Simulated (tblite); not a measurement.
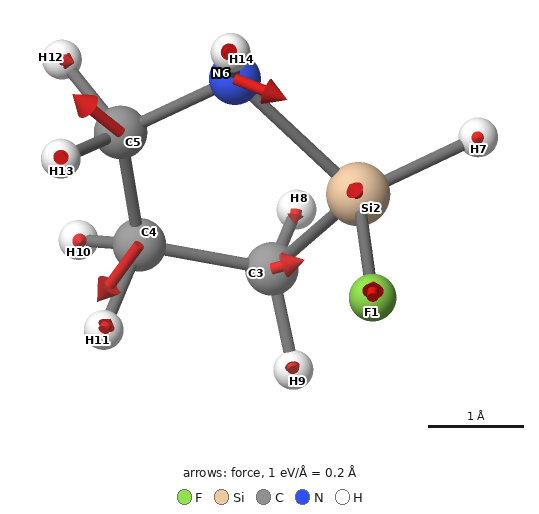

Starting geometry of C3H8FNSi with the computed forces as red arrows. The picture is a ball-and-stick view, seen from a free direction.

Computed with tblite 0.8.0, GFN2-xTB geometry optimisation, gas phase. 

What follows when this structure is relaxed?

It isn't relaxed: the largest force vector, on C4, is 4.19 eV/Å. The final displacements have little in common with the starting forces (cosine between the two patterns 0.22). After 70 geometry steps the energy has fallen by 81.9 kJ/mol. The atom that moves furthest after the best rigid fit is N6 (0.61 Å). By element the largest moves are N 0.61 Å, H 0.60 Å, F 0.50 Å, C 0.14 Å, Si 0.02 Å. Near-neighbour distances that change, for instance: Si2–N6 1.801 → 1.708 Å, C4–C5 1.451 → 1.528 Å, F1–Si2 1.683 → 1.616 Å, C3–C4 1.480 → 1.532 Å. Bond angles that change, for instance: Si2–N6–H14 111.7° → 126.1°, F1–Si2–H7 113.4° → 103.6°, C4–C5–N6 114.2° → 106.0°. Groups turn about C4–C5 by about 35°. Cost: 0.35 s on 1 thread of Arm Neoverse V1 (shared host).
